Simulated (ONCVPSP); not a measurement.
# Pseudopotential generation for Ta

- system: tantalum (Ta, Z = 73), core [Kr] 4d10 4f14 5s2, reference valence 5p6 5d3 6s1 (an ion of charge +1), valence charge 11.
- method: ONCV potential, Wu-Cohen, scalar-relativistic, made with ONCVPSP 4.0.1

## Key numbers

- outcome: generated, with a ghost state
- cutoffs needed: 11 Ha and 22 Ha (the cutoffs at which the residual kinetic energy of the hardest occupied pseudo-wave falls to 1 and 0.1 mHa per electron)
- ghost test: GHOST(-) flagged for s at -46.2 eV; GHOST(+) flagged for s at 208.9 eV
- configuration tests: 2 of 4 tests not solved
- rms error of d²Exc/dni dnj: 5.57 mHa without and 0.98 mHa with the model core
- largest excitation error among the tests solved: -8.4 meV (all-electron minus pseudo) for 5p6 5d3 6s0
- range over which the phases arctan(r R′/R) at the test radius agree within 0.05 rad (a looser test near the poles than one of phase shifts): s: between about -1.6 and 2.5 Ha; p: up to about -0.3 Ha; d: up to about 4.4 Ha; f: between about -1.0 and 2.4 Ha
- hardware: 1 CPU thread, shared host
- wall time: 5.7 s

## Notes

The potential has a bound ghost state, so it can't be used as it stands. Warnings of the program, in the generation or the tests: psatom: WARNING lschvkbb convergence error n,l,iter= 1 0 31; psatom: WARNING lschvkbb convergence error n,l,iter= 1 0 37.

## Input
```
# ATOM AND REFERENCE CONFIGURATION
# atsym  z   nc   nv     iexc    psfile
  Ta 73.00   11    3  -118130      upf
#
#   n    l    f
    1    0    2.00
    2    0    2.00
    2    1    6.00
    3    0    2.00
    3    1    6.00
    3    2   10.00
    4    0    2.00
    4    1    6.00
    4    2   10.00
    4    3   14.00
    5    0    2.00
    5    1    6.00
    5    2    3.00
    6    0    1.00
#
# PSEUDOPOTENTIAL AND OPTIMIZATION
# lmax
    3
#
#   l,   rc,      ep,       ncon, nbas, qcut
    0    2.55    0.00    5    8    2.80
    1    1.96    0.00    4    7    6.90
    2    2.60    0.00    5    9    5.10
    3    2.75    0.36    4    7    4.60
#
# LOCAL POTENTIAL
# lloc, lpopt,  rc(5),   dvloc0
    1    5    1.96    0.00
#
# VANDERBILT-KLEINMAN-BYLANDER PROJECTORs
# l, nproj, debl
    0    2    0.90
    1    0    1.50
    2    2    1.70
    3    1    3.00
#
# MODEL CORE CHARGE
# icmod, fcfact, rcfact
    2    0.40    0.60
#
# LOG DERIVATIVE ANALYSIS
# epsh1, epsh2, depsh
   -3.00    5.00    0.02
#
# OUTPUT GRID
# rlmax, drl
    6.00    0.01
#
# TEST CONFIGURATIONS
# ncnf
    4
# nvcnf
#   n    l    f
    3
    5    1    6.00
    5    2    3.00
    6    0    2.00
#
    3
    5    1    6.00
    5    2    3.00
    6    0    0.00
#
    3
    5    1    6.00
    5    2    2.00
    6    0    0.00
#
    3
    5    1    5.00
    5    2    3.00
    6    0    2.00
#
```

Command:
```bash
oncvpsp.x < Ta.dat > Ta.out
```

## Output (extracts)
```
ONCVPSP  (Optimized Norm-Conservinng Vanderbilt PSeudopotential)
scalar-relativistic version 4.0.1

#   n    l    f        energy (Ha)
    1    0    2.00    -2.4759249E+03
    2    0    2.00    -4.2560054E+02
    2    1    6.00    -3.7302088E+02
    3    0    2.00    -9.7696118E+01
    3    1    6.00    -8.2059133E+01
    3    2   10.00    -6.3807505E+01
    4    0    2.00    -2.0123168E+01
    4    1    6.00    -1.4993560E+01
    4    2   10.00    -8.4280294E+00
    4    3   14.00    -1.1736409E+00
    5    0    2.00    -2.9488145E+00
    5    1    6.00    -1.7142649E+00
    5    2    3.00    -3.8742357E-01
    6    0    1.00    -4.2894627E-01

Reference configufation results
  iterations    35
  all-electron total energy (Ha)   -1.56031231D+04

Begin loop to  construct optimized pseudo wave functions
and semi-local pseudopoentials for all angular momenta

   Wellstate for l =  0  n =  7
     eigenvalue =   0.4711
     asymptotic potential =   0.9711
     half-point radius =  4.3658

Calculating optimized projector #   1

 for l=   0

    Fraction of norm inside rc  0.336735
    Optimizing pswf for qcut=   2.80 a_B^-1,  ecut=   3.91 Ha
    Residual kinetic energy error=  9.44D-04 Ha

    Energy error per electron        Cutoff
         Ha          eV             Ha
         0.01000     0.27211        2.08
         0.00100     0.02721        4.22
         0.00010     0.00272       22.48
         0.00001     0.00027       26.51

Calculating optimized projector #   2

 for l=   0

    Fraction of norm inside rc  0.230969
    Optimizing pswf for qcut=   2.80 a_B^-1,  ecut=   3.91 Ha
    Residual kinetic energy error=  2.41D-03 Ha

    Energy error per electron        Cutoff
         Ha          eV             Ha
         0.01000     0.27211        3.31
         0.00100     0.02721        4.14
         0.00010     0.00272        5.30
         0.00001     0.00027       25.64

Calculating optimized projector #   1

 for l=   1

    Fraction of norm inside rc  0.918124
    Optimizing pswf for qcut=   6.90 a_B^-1,  ecut=  23.78 Ha
    Residual kinetic energy error=  4.24D-07 Ha

    Energy error per electron        Cutoff
         Ha          eV             Ha
         0.01000     0.27211        8.20
         0.00100     0.02721       10.47
         0.00010     0.00272       12.38
         0.00001     0.00027       19.17

   Wellstate for l =  2  n =  7
     eigenvalue =   1.3126
     asymptotic potential =   1.8126
     half-point radius =  4.5390

Calculating optimized projector #   1

 for l=   2

    Fraction of norm inside rc  0.757387
    Optimizing pswf for qcut=   5.09 a_B^-1,  ecut=  12.97 Ha
    Residual kinetic energy error=  7.46D-05 Ha

    Energy error per electron        Cutoff
         Ha          eV             Ha
         0.01000     0.27211        8.39
         0.00100     0.02721       10.69
         0.00010     0.00272       13.01
         0.00001     0.00027       36.25

Calculating optimized projector #   2

 for l=   2

    Fraction of norm inside rc  0.198933
    Optimizing pswf for qcut=   5.09 a_B^-1,  ecut=  12.97 Ha
    Residual kinetic energy error=  3.25D-04 Ha

    Energy error per electron        Cutoff
         Ha          eV             Ha
         0.01000     0.27211        9.44
         0.00100     0.02721       11.87
         0.00010     0.00272       16.39
         0.00001     0.00027       45.95

   Wellstate for l =  3  n =  6
     eigenvalue =   0.3600
     asymptotic potential =   0.8600
     half-point radius =  8.8115

Calculating optimized projector #   1

 for l=   3

    Fraction of norm inside rc  0.129645
    Optimizing pswf for qcut=   4.60 a_B^-1,  ecut=  10.57 Ha
    Residual kinetic energy error=  1.33D-05 Ha

    Energy error per electron        Cutoff
         Ha          eV             Ha
         0.01000     0.27211        3.55
         0.00100     0.02721        6.50
         0.00010     0.00272        8.76
         0.00001     0.00027       11.85

Construct Vanderbilt / Kleinmman-Bylander projectors

B matrix Hermiticity error, ll=   0
   1   2    5.4068E-05

  Orthonormal projector coefficients  6.0232E+00  2.3605E+00

B matrix Hermiticity error, ll=   2
   1   2   -1.2117E-04

  Orthonormal projector coefficients -1.7173E+00  1.4681E-01

Model core correction analysis
  based on d2Exc/dn_idn_j

d2excae - all-electron derivatives

   -2.380245D-02   -1.424938D-02   -3.411610D-03
   -1.424920D-02   -2.011927D-02   -1.812743D-02
   -3.410839D-03   -1.811591D-02   -3.496678D-02

d2excps - pseudofunction derivatives with no core correction

   -3.893564D-02   -1.860357D-02   -4.286331D-03
   -1.860390D-02   -2.300994D-02   -1.930932D-02
   -4.285870D-03   -1.929710D-02   -3.511514D-02

rms 2nd derivative error    5.574113E-03

amplitude prefactor, scale prefactor
    4.4638    1.3823

d2excps - pseudofunction derivatives with core correction

   -2.553329D-02   -1.476755D-02   -3.990581D-03
   -1.476723D-02   -2.139400D-02   -1.929931D-02
   -3.989994D-03   -1.928732D-02   -3.529388D-02

rms 2nd derivative error    9.820999E-04

Pseudoatom total energy  -38.205708

Diagnostic tests using Vanderbilt-Kleinman-Bylander pseudopotentials
  1 or more projectors used as specified by nproj input data

   l    rcore       rmatch      e in        delta e   norm test  slope test

   0   2.5604470   2.6381877  -0.4289463  -0.0000005   1.0000288   0.9999198
run_diag: lschvkbbe ERROR   2   1   0  60  4.71053718E-01  3.73948347E-01
   0   2.5604470   2.6381877   0.4710537  -0.0971054   0.1014862   0.1360465

   1   1.9679073   2.0276572  -1.7142649  -0.0000007   0.9999981   1.0000007

   2   2.6068121   2.6859606  -0.3874236  -0.0000016   1.0000942   1.0000954
   2   2.6068121   2.6859606   1.3125764   0.0000181   1.0000434   1.0000434

   3   2.7510061   2.8345326   0.3600000   0.0000058   1.0000031   1.0000031

 Testing for bound ghosts
   n   l    E NL Schr. Eq   E Basis Diag.   E Cutoff

       0                       -1.697996     39.72  WARNING - GHOST(-)
   1   0       -0.428947       -0.427756     39.72

   3   2       -0.387425       -0.387238     65.26

   4   3       -0.036183        0.067423     28.22

 Testing for highly-localized positive-energy ghosts
       l    <radius>/rc     E Basis Diag.   E Cutoff

       0        0.759705        7.676103     39.72  WARNING - GHOST(+)

Test configuration 0

   n   l     f        eae           eps        diff
   1   0  2.0000-2475.92491008
   2   0  2.0000 -425.60054115
   2   1  6.0000 -373.02088023
   3   0  2.0000  -97.69611763
   3   1  6.0000  -82.05913306
   3   2 10.0000  -63.80750471
   4   0  2.0000  -20.12316770
   4   1  6.0000  -14.99355968
   4   2 10.0000   -8.42802941
   4   3 14.0000   -1.17364093
   5   0  2.0000   -2.94881451
   5   1  6.0000   -1.71426486   -1.71426560   -7.36D-07
   5   2  3.0000   -0.38742357   -0.38742520   -1.63D-06
   6   0  1.0000   -0.42894627   -0.42894677   -4.93D-07

    Total energies and differences
      AE_ref= -1.56031231D+04  AE_tst= -1.56031231D+04  dif=  0.00D+00
      PS_ref= -3.82057082D+01  PS_tst= -3.82057082D+01  dif=  1.42D-14
      PSP excitation error= -1.42D-14

Test configuration 1

   n   l     f        eae           eps        diff
   1   0  2.0000-2475.65714678
   2   0  2.0000 -425.33457251
   2   1  6.0000 -372.75484829
   3   0  2.0000  -97.43004010
   3   1  6.0000  -81.79305245
   3   2 10.0000  -63.54153572
   4   0  2.0000  -19.85704092
   4   1  6.0000  -14.72746752
   4   2 10.0000   -8.16205125
   4   3 14.0000   -0.90776164
   5   0  2.0000   -2.68293259
   5   1  6.0000   -1.44772965   -1.45005305   -2.32D-03
   5   2  3.0000   -0.13304520   -0.13337164   -3.26D-04
   6   0  2.0000   -0.20152224   -0.20116322    3.59D-04

    Total energies and differences
      AE_ref= -1.56031231D+04  AE_tst= -1.56034363D+04  dif= -3.13D-01
      PS_ref= -3.82057082D+01  PS_tst= -3.85187792D+01  dif= -3.13D-01
      PSP excitation error= -8.73D-05

Test configuration 2

   n   l     f        eae           eps        diff
   1   0  2.0000-2476.23445258
   2   0  2.0000 -425.90760899
   2   1  6.0000 -373.32804673
   3   0  2.0000  -98.00296965
   3   1  6.0000  -82.36599208
   3   2 10.0000  -64.11426292
   4   0  2.0000  -20.43008667
   4   1  6.0000  -15.30045485
   4   2 10.0000   -8.73479660
   4   3 14.0000   -1.48015605
   5   0  2.0000   -3.25496318
   5   1  6.0000   -2.02004908   -2.01647277    3.58D-03
   5   2  3.0000   -0.67323706   -0.67230179    9.35D-04

    Total energies and differences
      AE_ref= -1.56031231D+04  AE_tst= -1.56025732D+04  dif=  5.50D-01
      PS_ref= -3.82057082D+01  PS_tst= -3.76554360D+01  dif=  5.50D-01
      PSP excitation error= -3.07D-04

Test configuration 3

psatom: WARNING lschvkbb convergence error n,l,iter=   1   0  31
ea(ii),et,emin,emax -7.212941E-01 -7.355647E-01 -7.355647E-01 -7.355647E-01
run_config: WARNING for fully non-local PS atom, stg. 1
 WARNING no output for configuration 4

Test configuration 4

psatom: WARNING lschvkbb convergence error n,l,iter=   1   0  37
ea(ii),et,emin,emax -4.603564E-01 -4.616771E-01 -4.616771E-01 -4.616771E-01
run_config: WARNING for fully non-local PS atom, stg. 1
 WARNING no output for configuration 5
```

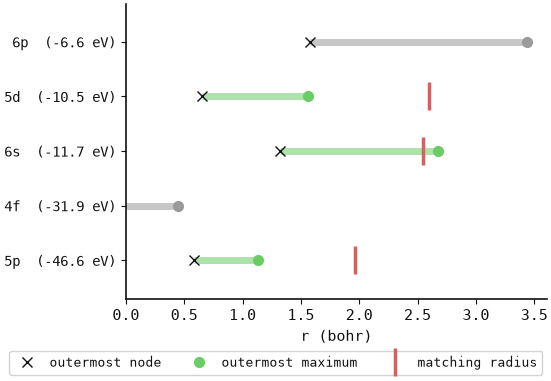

Fig. 1: Outer shells of the all-electron reference atom: each bar runs from the outermost node (or the nucleus) to the outermost maximum of u(r); the tick is the radius chosen for the pseudo-wave. Shells without a tick have no pseudo-wave of their own. Levels, nodes and maxima are from ld1.x, scalar-relativistic.

- Radii against the shells: 5p: 1.96 bohr, outside the maximum; 6s: 2.55 bohr, between node and maximum; 5d: 2.60 bohr, outside the maximum.

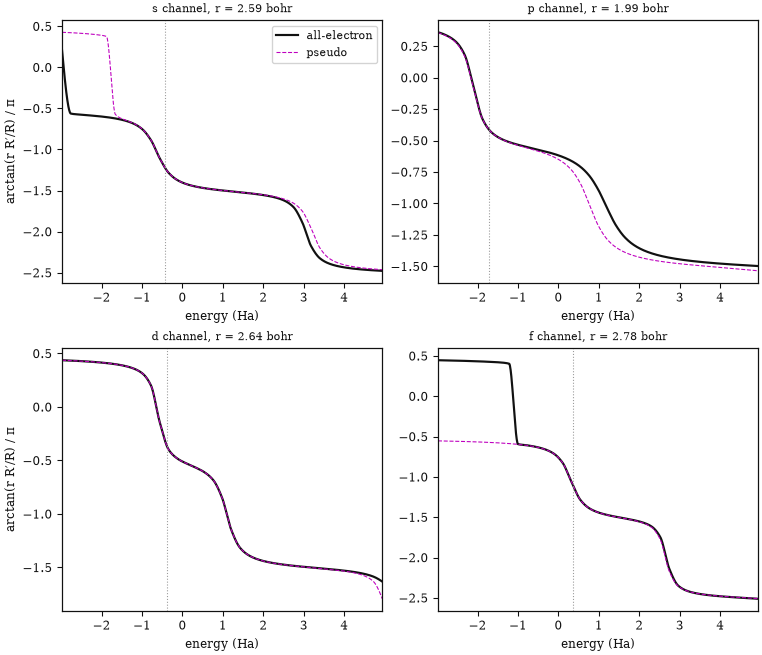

Fig. 2: Unwrapped phase arctan(r R′/R) in units of π against energy, all-electron (solid) and pseudo (dashed); the pseudo phase is matched to the all-electron one at the reference energy. Here R(r) is the radial function. A near-vertical step is a level narrower than the spacing of the points behind the curves. The dotted line marks the reference energy of the channel.

- Range over which the phases agree within 0.05 rad: s: between about -1.6 and 2.5 Ha; p: up to about -0.3 Ha; d: up to about 4.4 Ha; f: between about -1.0 and 2.4 Ha.
- Ghost states: Going away from the reference energies, the phases part by more than π/2 in: s at about -1.8 Ha (below its reference energy, pseudo phase higher, at the flagged ghost); f at about -1.1 Ha (below its reference energy, pseudo phase lower, at the 4f core level, which only the all-electron atom has). Such a step is either a state that only one of the two atoms has or an ordinary level shifted in energy. The separate test gives: GHOST(-) flagged for s at -46.2 eV; GHOST(+) flagged for s at 208.9 eV.

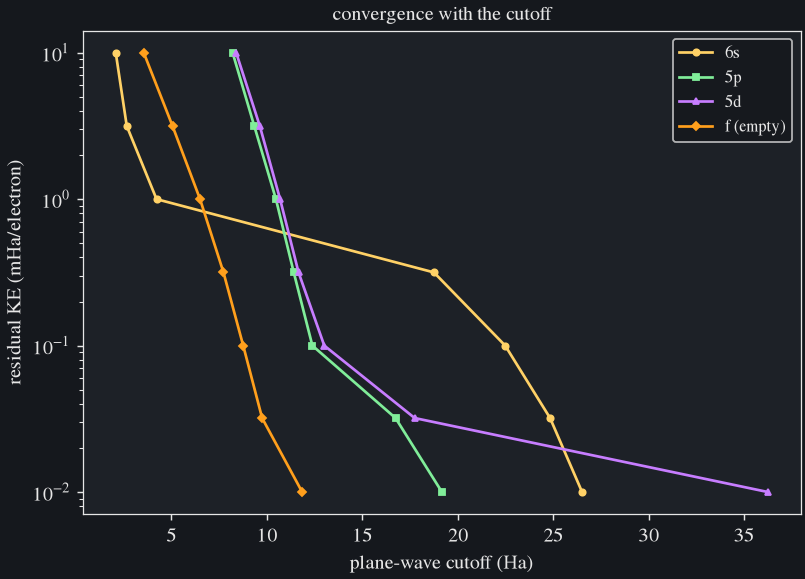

Fig. 3: Residual kinetic energy of the pseudo-waves (the first of each channel, and further valence shells) beyond the plane-wave cutoff, as the generator prints it.

- Cutoffs for 1 mHa per electron: 5d: 11 Ha; 5p: 10 Ha; f (empty): 6.5 Ha; 6s: 4.2 Ha.
- Cutoffs for the occupied states: 11 Ha for 1 mHa and 22 Ha for 0.1 mHa per electron. The first is set by 5d. The potential isn't sound: its ghost test gives GHOST(-) flagged for s at -46.2 eV; GHOST(+) flagged for s at 208.9 eV.

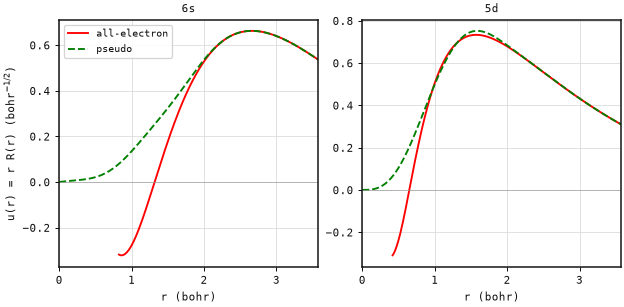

Fig. 4: Pseudo-waves (dashed) against the all-electron radial functions (solid). The innermost oscillations of some all-electron curves aren't drawn. Reference configuration 5p6 5d3 6s1.

- Matching radii: 6s at 2.55 bohr; 5d at 2.60 bohr. The curves merge smoothly, so the plot gives these only roughly.
- Nodes of the pseudo-waves: 6s has no node; 5d has no node.
- Cutoffs needed: 11 Ha (loose) and 22 Ha (tight), as the cutoffs at which the residual kinetic energy of the hardest occupied pseudo-wave falls to 1 and 0.1 mHa per electron.
